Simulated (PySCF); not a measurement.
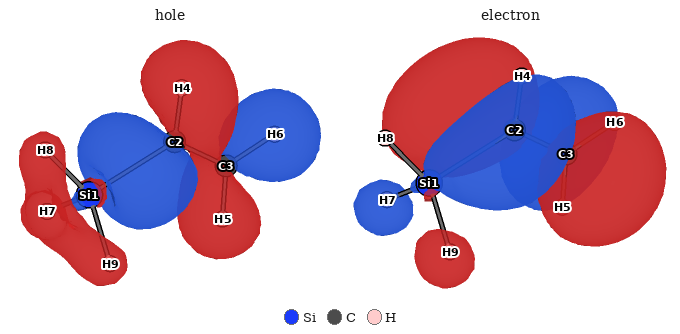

*Si(vinyl)H3 (C2H6Si). Leading natural transition orbital pair of S₁ (TDA singlet states); the surfaces enclose about 85 % of each orbital's density.*

Method: ωB97X/def2-TZVP; geometry: GFN2-xTB; program: PySCF. No frequency check shows the geometry to be a minimum. Without diffuse functions Rydberg states are missing, so the states' numbers hold for this basis only.

> Where does the state lie, and where do hole and electron sit?

6.77 eV (183 nm), f = 0.003; the leading pair carries 98 %; hole on C2 (33 %), Si1 (21 %) and C3 (15 %), electron on C3 (34 %), C2 (31 %) and Si1 (15 %); their centroids lie 0.3 Å apart. In canonical orbitals it is mainly HOMO−1 → LUMO (95 %). The HOMO–LUMO gap is 11.90 eV.
